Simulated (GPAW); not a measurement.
# MnS (Alabandite): exchange couplings by hand from total energies

Can a spin model with one coupling foretell the energy of a further order of MnS (Alabandite)?

Program: GPAW 26.7.0. Level of theory: PBE with U = 4 eV on Mn d; plane waves with GPAW's PAW setups, scalar-relativistic. Results are calculated unless marked as measured.

## 1. Set-up

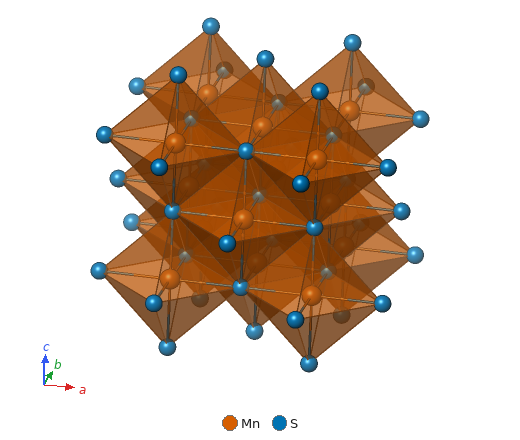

The cell as given, slightly off an axis (manganese orange, sulfur blue). This picture shows the conventional cell, with its axes. Some periodic images of atoms are drawn too.

As a file:

```cif
data_structure
_symmetry_space_group_name_H-M 'Fm-3m'
_symmetry_Int_Tables_number 225
_cell_length_a 5.2236
_cell_length_b 5.2236
_cell_length_c 5.2236
_cell_angle_alpha 90.000
_cell_angle_beta 90.000
_cell_angle_gamma 90.000
_cell_volume 142.53
loop_
_atom_site_label
_atom_site_type_symbol
_atom_site_symmetry_multiplicity
_atom_site_Wyckoff_symbol
_atom_site_fract_x
_atom_site_fract_y
_atom_site_fract_z
_atom_site_occupancy
Mn1 Mn 4 a 0.00000 0.00000 0.00000 1
S1 S 4 b 0.50000 0.00000 0.00000 1
```

## 2. The parallel order

All energies count from this run. A Hubbard U of customary size acts on the open shell; it was not fitted to this crystal.

order1.py reads:

```python
import json
import numpy as np
from ase import Atoms
from ase.parallel import paropen, parprint
from gpaw import GPAW

atoms = Atoms(['Mn', 'S'],
    cell=[[0.0, 2.6118, 2.6118],
         [2.6118, 0.0, 2.6118],
         [2.6118, 2.6118, 0.0]],
    scaled_positions=[[0.0, 0.0, 0.0],
         [0.5, 0.5, 0.5]],
    pbc=True,
    magmoms=[4.5, 0.0])
atoms.calc = GPAW(mode={'name': 'pw', 'ecut': 550},
    xc='PBE',
    kpts={'size': (8, 8, 8), 'gamma': True},
    occupations={'name': 'fermi-dirac', 'width': 0.05},
    convergence={'density': 1e-05, 'energy': 1e-05},
    maxiter=200,
    setups={'Mn': ':d,4.0'},
    symmetry={'tolerance': 1e-4},
    txt='order1.txt')
e = atoms.get_potential_energy(force_consistent=True)
res = {'free_energy': e, 'energy_sigma0': atoms.get_potential_energy(), 'fermi_energy': atoms.calc.get_fermi_level()}
res['moments'] = atoms.get_magnetic_moments().tolist()
res['total'] = atoms.get_magnetic_moment()
parprint('site moments (muB):', np.round(res['moments'], 3))
parprint(f"total moment: {res['total']:.3f} muB")
parprint(f'free energy: {e:.6f} eV')
atoms.calc.write('order1.gpw')
with paropen('results.json', 'w') as f:
    json.dump(res, f)
```

Launch:

```sh
OMP_NUM_THREADS=1 mpirun -n 4 gpaw python order1.py > order1.log
```

What it wrote:

```text
site moments (muB): [4.509 0.084]
total moment: 5.000 muB
free energy: -14.266682 eV

--- order1.txt ---
Input parameters:
  mode=PW(ecut=550),
  convergence={'density': 1e-05, 'energy': 1e-05},
  kpts=MonkhorstPack(size=(8, 8, 8), gamma=True),
  maxiter=200,
  occupations=Occupations(name='fermi-dirac', width=0.05),
  setups={'Mn': ':d,4.0'},
  symmetry=Symmetry(tolerance=0.0001),
  xc=XC(name='PBE')

[...]
|         14 |        15.242 |     0.000 |        17.410 |     0.000 |
|         15 |        15.242 |     0.000 |        17.410 |     0.000 |
|         16 |        15.242 |     0.000 |        17.410 |     0.000 |

Gap: 0.721 eV
Transition (v -> c):
  (s=0, k=28, n=12, [0.50, 0.50, 0.50]) -> (s=1, k=24, n=8, [0.50, 0.50, 0.00])
Direct/indirect transitions are different
Direct gap: 2.884 eV
Transition at: (s=0->1, k=9, n=12, [0.38, 0.25, 0.25])

[key lines of the parts left out:]
Free energy:     -14.266682
Converged in 10 steps
dipole moment: (-11.415778, -11.415778, -11.415778)  # |e|*Ang
Fermi level: 7.096
```

Elapsed: 9.4 s, on 4 MPI ranks of Intel Xeon Platinum 8375C at 2.90GHz (Ice Lake), shared host; peak memory 0.69 GiB.

Spin moment in the augmentation sphere by atom:

| atom | spin moment in the augmentation sphere (μB) |
| --- | --- |
| Mn1 | 4.51 |
| S2 | 0.08 |

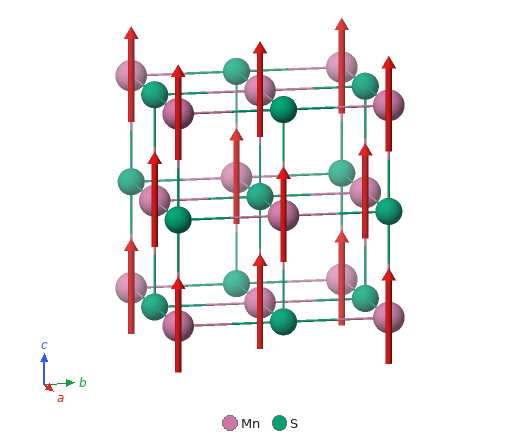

Spin moment in the augmentation sphere as arrows, the longest 4.51 μB. Up and down stand for the sign. Arrows give size and sign along the axis of quantisation, drawn up and down the page. Some periodic images of atoms are drawn too.

This step gave:

| Item | Value |
| --- | --- |
| magnetization | 5.000 μB |
| final state | ferromagnetic |

After 10 cycles the largest moment stands at 4.51 μB.

## 3. The orders used for the fit

The other orders were run with the same settings, on meshes that hold the same points. Free energies (smearing 0.05 eV, its entropy term included) are divided by the number of Mn atoms; q is in fractions of the reciprocal vectors of the first run's cell.

| order | atoms | mesh | free energy (eV) | eV per Mn | largest moment (μB) |
| --- | --- | --- | --- | --- | --- |
| F + | 2 | 8×8×8 | -14.2667 | -14.2667 | 4.51 |
| AF q=(0,1/2,1/2) +- | 4 | 8×4×8 | -28.5716 | -14.2858 | 4.49 |

## 4. Counting neighbours

With E = −Σ J e_i·e_j over ordered pairs of unit vectors, turning a neighbour from parallel to opposed costs 2J a Mn atom. So an order lies 2 Σ n J over the parallel one, n being the opposed neighbours in each shell.

| shell | distance (Å) | neighbours | opposed in AF q=(0,1/2,1/2) +- | opposed in AF q=(0,0,1/2) +- |
| --- | --- | --- | --- | --- |
| J1 | 3.69 | 12 | 8 | 6 |
| J2 | 5.22 | 6 | 0 | 6 |

Only J1 is kept.

## 5. Solving

```
2 × 8 × J1 = -19.10 meV    (AF q=(0,1/2,1/2) +-)
J1 = -1.19 meV
```

## 6. The test

The couplings now give the orders that were left out:

```
2 × 6 × (-1.19) = -14.28 meV    (AF q=(0,0,1/2) +-)
```

The runs themselves:

| order | atoms | mesh | free energy (eV) | eV per Mn | largest moment (μB) | over the parallel order (meV) | foretold (meV) |
| --- | --- | --- | --- | --- | --- | --- | --- |
| AF q=(0,0,1/2) +- | 4 | 8×8×4 | -28.6356 | -14.3178 | 4.43 | -51.10 | -14.28 |

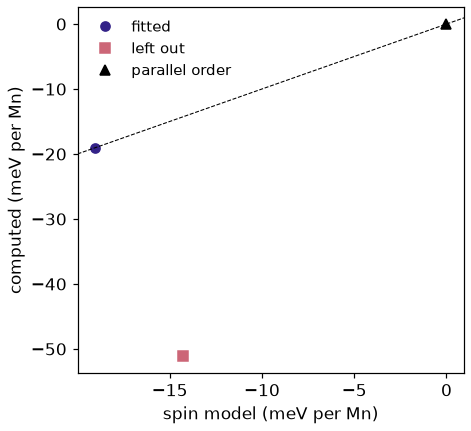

Computed energies of the orders against the model; the dashed line marks agreement.

## 7. One more shell

The miss asks for the next shell, which takes one more order into the fit and leaves none for a test.

```
2 × 8 × J1 = -19.10 meV    (AF q=(0,1/2,1/2) +-)
2 × 6 × J1 + 2 × 6 × J2 = -51.10 meV    (AF q=(0,0,1/2) +-)
J1 = -1.19 meV
J2 = -3.06 meV
```

## 8. What came out

```
J1 (Mn–Mn at 3.69 Å)                : -1.19 meV
largest miss on the orders left out : 37 meV
J1 with 2 shells                    : -1.19 meV
J2 with 2 shells                    : -3.06 meV
```

The model misses the order left out by 37 meV, 72 % of the span of the orders, so it fails: these couplings alone don't describe the crystal. With the next shell added the couplings are J1 = -1.19 and J2 = -3.06 meV, untested. The first dropped shell that the test feels is J2 at 5.22 Å. The site moments spread by 1.7 % over the orders. The couplings are effective ones: further shells with opposed neighbours are folded into them or show in the miss. No mean-field temperature is given: it needs a model that holds, an unfrustrated order and couplings in all three dimensions.

[Logs and program files are shortened in this print: banners, set-up blocks, solver, clock and traceback lines can be left out without a mark of their own.]

[Logs are printed without paths, hosts, clocks, repeated set-up lines and the standing remarks that a program may print on its own settings, such as how far it seeks lower states.]

[Hosts, paths, dates, database ids (printed as entryN), source tags and the programs' standing remarks are cut or masked in the printed files.]

[Where a cell is said to come from a database of computed structures, the database is the Materials Project.]
